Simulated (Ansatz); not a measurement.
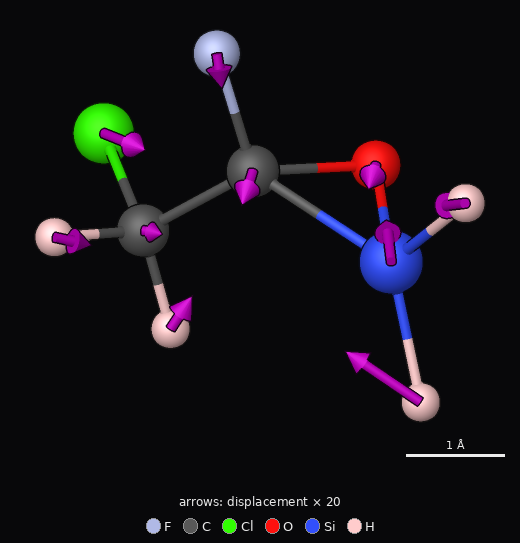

This is a relaxation of C₂H₄ClFOSi. The starting structure is drawn; purple arrows show the displacements, magnified 20 times. The two geometries are superimposed by the best rigid fit.

A ball-and-stick model, seen from a free direction.

The start comes from PBE-D4/def2-SVP.

The calculation used RKS PBE0-D4/def2-TZVP in Ansatz 0.2.0. Settings: force threshold 0.005 eV/Å; at most 150 steps.

Describe the change and its energy.

The energy falls by 1.74 kcal/mol in 6 geometry steps. Largest force component: 1.2 eV/Å at the start, 0.0047 eV/Å at the end. The largest move after the best rigid fit is that of an H atom, 0.048 Å. By element the largest moves are H 0.048 Å, Cl 0.038 Å, Si 0.037 Å, C 0.025 Å, O 0.021 Å, F 0.020 Å. Near-neighbour distances that change, for instance: O–Si 1.735 → 1.677 Å, C–Si 1.865 → 1.829 Å, C–Cl 1.807 → 1.782 Å, C–H 1.107 → 1.089 Å. Cost: 36 s on 4 threads of Arm Neoverse V1, on a shared host.
